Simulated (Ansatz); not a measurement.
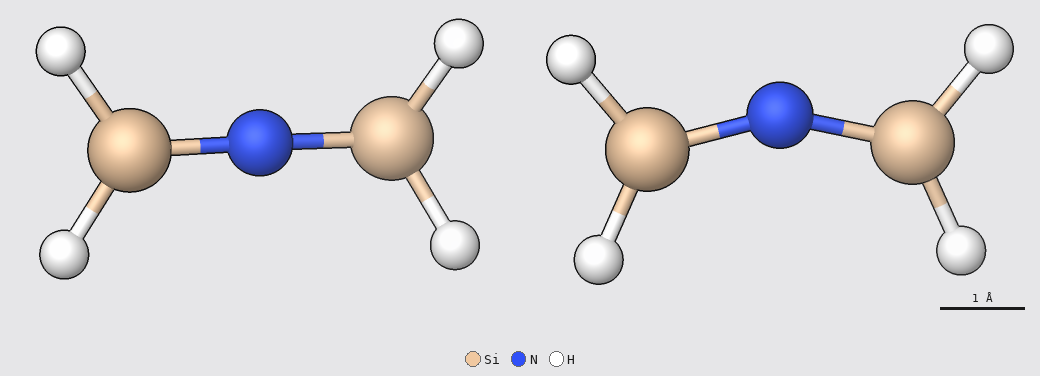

Two geometries of Si₂NH₄ (multiplicity 2), drawn at one scale. One is the start of a relaxation, the other its converged end. A ball-and-stick model, seen at a tilt.

Method: UKS PBE0-D4/def2-TZVP (Ansatz 0.2.0). Set-up: force threshold 0.005 eV/Å; at most 200 steps.

### Which of the two is the end point?

The left one is the relaxed one. The largest move after the best rigid fit is that of the N atom, 0.35 Å. Largest moves by element: N 0.35 Å, Si 0.28 Å, H 0.22 Å. Near-neighbour distances that change, for instance: N–Si 1.648 → 1.588 Å, H–Si 1.454 → 1.488 Å. Bond angles that change, for instance: Si–N–Si 153.6° → 174.4°, N–Si–H 127.0° → 116.9°, N–Si–H 116.3° → 122.8°. After 34 accepted moves (39 points after the start) the energy has fallen by 0.140 eV. The largest force component goes from 1.5 to 0.0042 eV/Å. The line search rejected the trial steps at points 17, 19, 23, 25, 32 of the run.
